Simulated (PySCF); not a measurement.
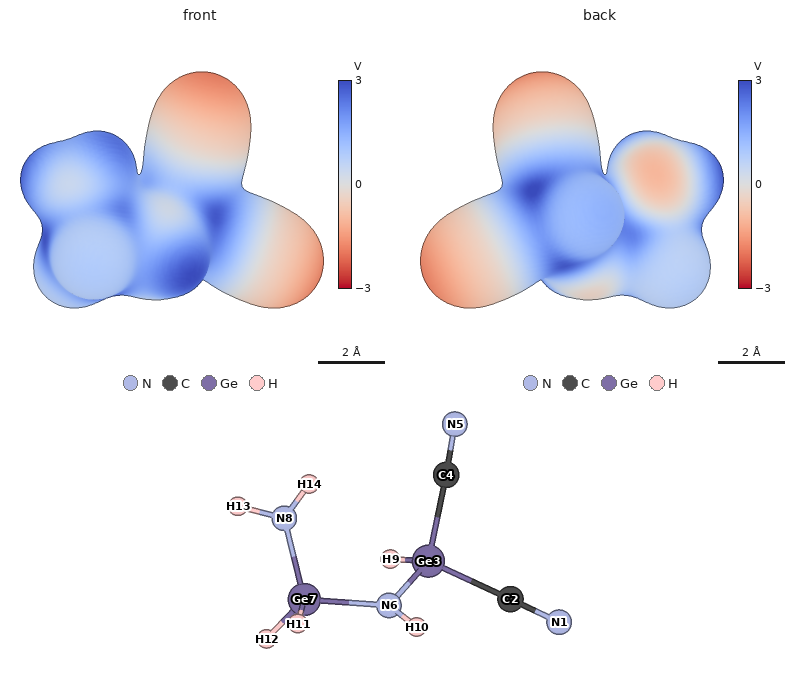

C2H6Ge2N4. The electrostatic potential painted on the density surface at 0.004 e/bohr³, seen from the front and from behind; red is negative and blue positive. The bare structure is drawn below in the same view.

Geometry: GFN2-xTB.

Computed with PBE0/def2-SVPD, SCF density, gas phase in PySCF.

```xyz
14

N    -4.0975    0.9030   -0.6185
C    -3.0808    0.4555   -0.3455
Ge   -1.3578   -0.2794    0.0995
C    -1.1768   -0.0003    2.0060
N    -1.0151    0.1837    3.1239
N    -0.1250    0.6319   -0.8340
Ge    1.6145    0.1061   -1.0440
N     2.0088   -0.7628    0.4860
H    -1.2880   -1.7520   -0.1719
H    -0.3448    1.5864   -1.0741
H     2.3710    1.3659   -1.4024
H     1.7133   -0.9274   -2.1267
H     2.8887   -1.2577    0.5272
H     1.8888   -0.2535    1.3524
```

Describe the electrostatic potential map.

Answer. The most negative region (about −1.8 V, or −42 kcal/mol for a unit charge) lies over N1 and N5, the most positive (about +2.9 V, or +67 kcal/mol for a unit charge) over Ge3 and H10.

How polar is the molecule by this calculation?

Answer. Its dipole moment is 5.45 D.
